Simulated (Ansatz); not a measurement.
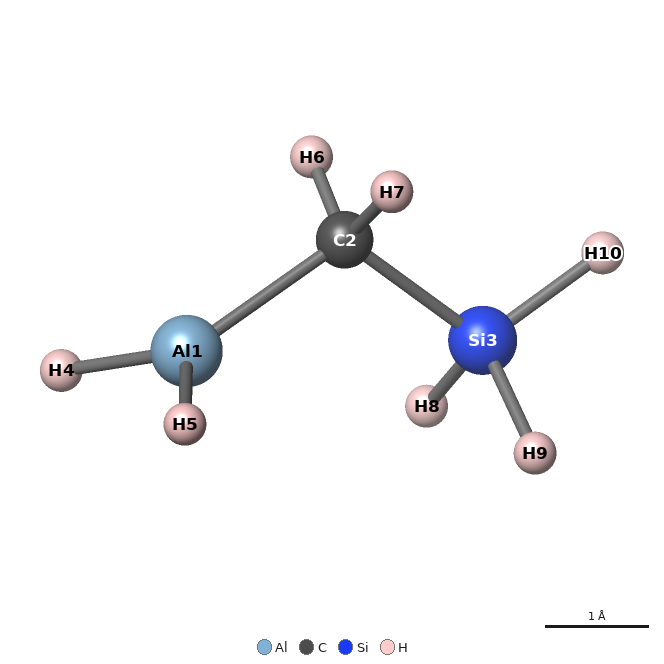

The atoms are numbered. The geometry was computed by an optimisation with PBE-D4/def2-SVP. No frequency run is at hand to confirm it as a minimum.

List the bonds and their lengths.

```csv
bond,length (Å)
Al1–C2,1.965
Al1–H4,1.602
Al1–H5,1.602
C2–Si3,1.890
C2–H6,1.112
C2–H7,1.112
Si3–H8,1.508
Si3–H9,1.508
Si3–H10,1.507
```
